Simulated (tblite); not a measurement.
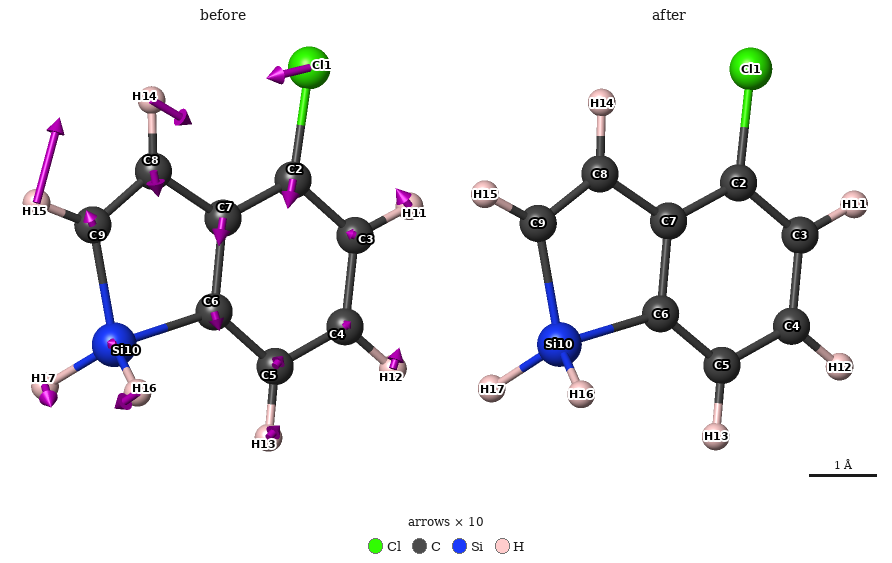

The structure of C₈H₇ClSi before (left) and after (right) a relaxation, at one scale. The purple arrows give the displacements, 10 times their true length.

Style: ball-and-stick. Shown at a tilt.

The calculation used tblite, GFN2-xTB geometry optimisation, gas phase. 

Q: Describe what moved and what it gained.

A: Over 27 geometry steps the energy falls by 0.126 eV. H15 moves most after the best rigid fit: 0.14 Å. By element the largest moves are H 0.14 Å, Cl 0.08 Å, C 0.05 Å, Si 0.01 Å. Some distances before and after: C2–C3 1.416 → 1.388 Å, Si10–H16 1.490 → 1.464 Å, Cl1–C2 1.715 → 1.735 Å, C7–C8 1.474 → 1.455 Å. Bond angles that change, for instance: Si10–C9–H15 121.3° → 127.5°, H16–Si10–H17 115.9° → 112.2°, C8–C9–H15 125.2° → 121.7°.
